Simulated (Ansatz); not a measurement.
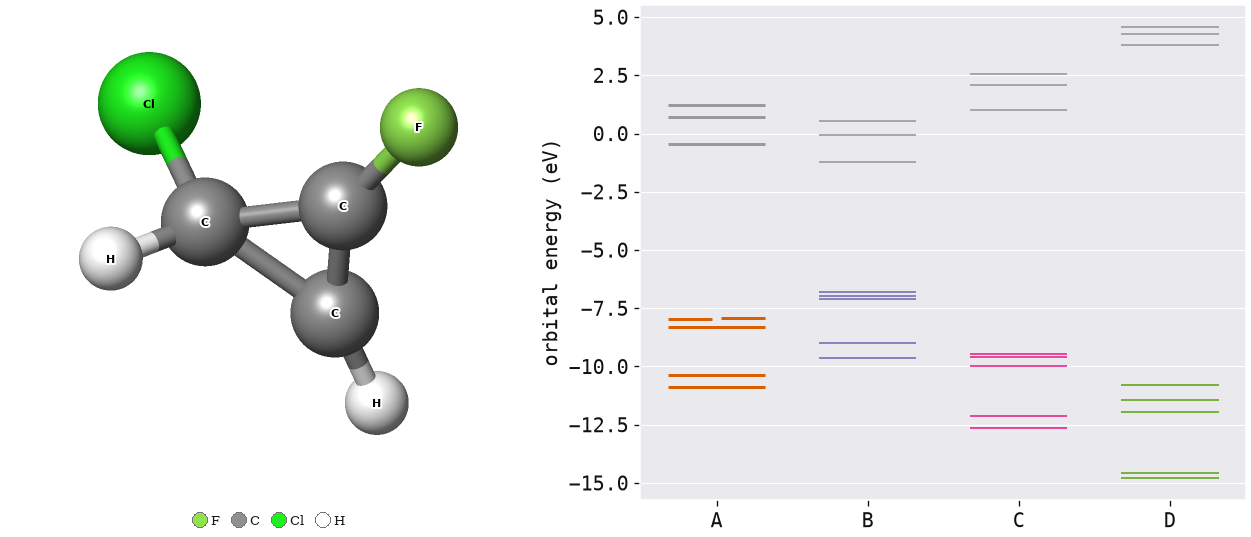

Frontier orbital energies of C₃H₂ClF, SMILES FC1=C[C@@H]1Cl at one geometry, def2-TZVPP, the Ansatz code 0.2.0, at a PBE0-D4/def2-TZVP geometry (a minimum by its frequencies). Empty levels are grey, levels within 0.1 eV stand side by side; all columns show the same few orbitals around the gap.

### The columns come from B3LYP, CAM-B3LYP, HF and PBE. Which is which?

A: B3LYP (HOMO −7.92, LUMO −0.44, separation 7.48 eV)
B: PBE (HOMO −6.80, LUMO −1.24, separation 5.55 eV)
C: CAM-B3LYP (HOMO −9.48, LUMO 0.99, separation 10.47 eV)
D: HF (HOMO −10.78, LUMO 3.80, separation 14.58 eV)

Caveats, for all or some of the runs: empty levels above zero depend strongly on the basis.
